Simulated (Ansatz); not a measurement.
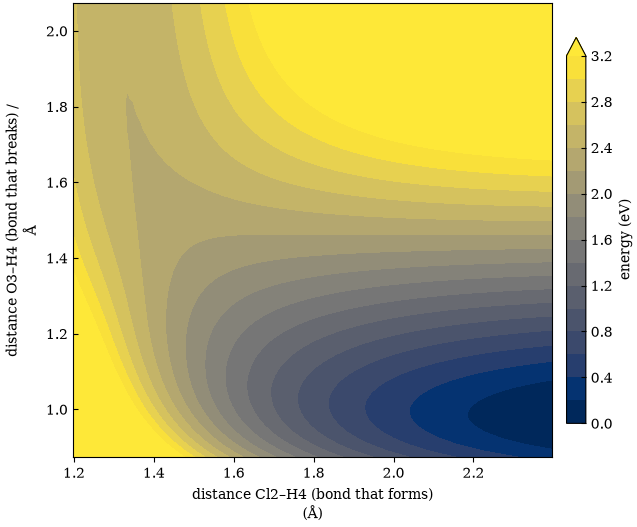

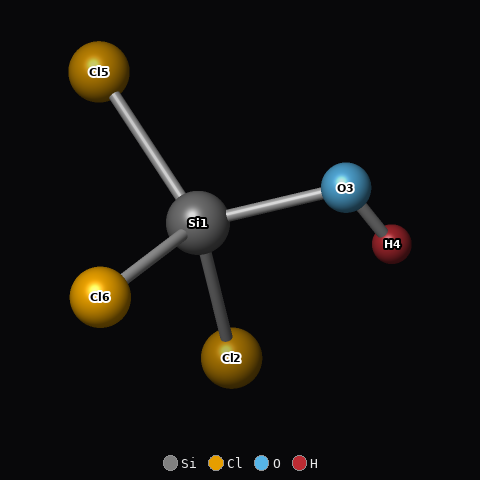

Energy landscape of the reacting system Cl3HOSi (fragments Cl₃HOSi where the first distance is long, Cl₂OSi + ClH where the second is long). 
- Coordinates scanned: (1) distance Cl2–H4 (bond that forms); (2) distance O3–H4 (bond that breaks).
- Relaxed at each point: all other coordinates.
- The scan uses an 8 × 8 grid.
- Points are written as (first, second).
- All energies are given in eV relative to the lowest grid point.
- The reference is spin-restricted, so regions where a bond is pulled apart into radicals lie too high.
- All numbers below come from Ansatz 0.2.0, RKS B3LYP-D4/def2-SVP.

The picture shows filled contours, one colour for all values above the top of the scale. Between grid points the surface is interpolated. The second picture is the structure at the lowest point.

### What does the map say about the system?

The lowest grid point is at (2.397 Å, 0.978 Å). It lies at the edge of the scanned range, so the true minimum may lie outside. Other grid points that lie below all their neighbours: (1.302 Å, 1.863 Å) (2.41 eV higher). The highest grid point, (1.197 Å, 0.873 Å), lies 7.00 eV above the lowest.

The values on the grid:

| second ↓, first → | 1.197 | 1.302 | 1.448 | 1.613 | 1.793 | 1.985 | 2.187 | 2.397 |
| --- | --- | --- | --- | --- | --- | --- | --- | --- |
| 2.073 | 2.63 | 2.41 | 2.61 | 3.12 | 3.70 | 4.19 | 4.54 | 4.76 |
| 1.863 | 2.67 | 2.41 | 2.53 | 2.92 | 3.33 | 3.67 | 3.91 | 4.06 |
| 1.661 | 2.77 | 2.44 | 2.42 | 2.61 | 2.83 | 3.01 | 3.14 | 3.21 |
| 1.469 | 2.99 | 2.54 | 2.28 | 2.22 | 2.22 | 2.23 | 2.24 | 2.24 |
| 1.289 | 3.44 | 2.75 | 2.15 | 1.80 | 1.58 | 1.42 | 1.31 | 1.23 |
| 1.124 | 4.26 | 3.14 | 2.16 | 1.50 | 1.05 | 0.74 | 0.53 | 0.39 |
| 0.978 | 5.46 | 3.94 | 2.56 | 1.60 | 0.95 | 0.50 | 0.20 | 0.00 |
| 0.873 | 7.00 | 5.15 | 3.46 | 2.26 | 1.46 | 0.92 | 0.56 | 0.32 |

Time for the 64 points that were run: 17 min on 1 thread of Arm Neoverse V2, on a shared host.
